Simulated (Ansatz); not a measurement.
# Loss of C2H6: C2H6ClGa → GaCl + C2H6

Species: C2H6ClGa `C[CH2][GaH][Cl]`, singlet; GaCl, singlet; C2H6 (ethane) `CC`, singlet. 

Shapes, held fixed at every level: PBE0-D4/def2-TZVP. Flexible molecules stand in one conformer, not always the lowest. Programs: Ansatz 0.2.0. The zero-point and thermal change to 298 K, harmonic and unscaled (PBE0-D4/def2-TZVP), is +8.6 kJ/mol.

```csv
level,kind,ΔH(298 K) (kJ/mol),less CCSD(T)/def2-TZVPP
PBE0-D4/def2-TZVPP,global hybrid,-13.5,-5.6
wB97M-V/def2-TZVPP,range-separated hybrid,-22.9,-15.0
wB97X-V/def2-TZVPP,range-separated hybrid,-8.1,-0.2
MP2/def2-SVP,perturbation theory,-0.3,+7.6
CCSD(T)/def2-SVP,coupled cluster or CI,-18.7,-10.8
CCSD/def2-TZVPP,coupled cluster or CI,-11.8,-3.9
CCSD(T)/def2-TZVPP,coupled cluster or CI,-7.9,0.0
```

The highest level, CCSD(T)/def2-TZVPP, gives ΔH(298 K) = -7.9 kJ/mol; the levels span -22.9 to -0.3. The column of differences is taken from that level and isn't an error. No measured value is set beside it here. Relativity is left out for Ga unless named. Correlated rows may include outer-core shells of Ga, which these sets cover unevenly.

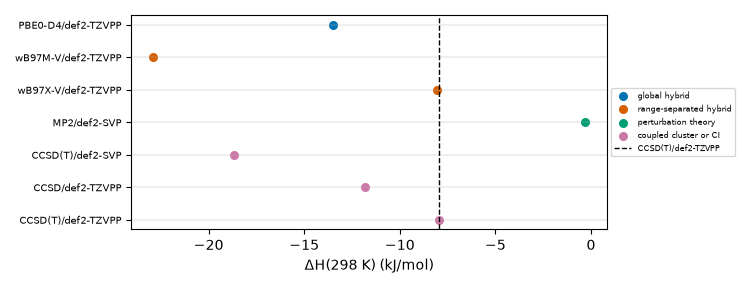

The values of the table, level by level.
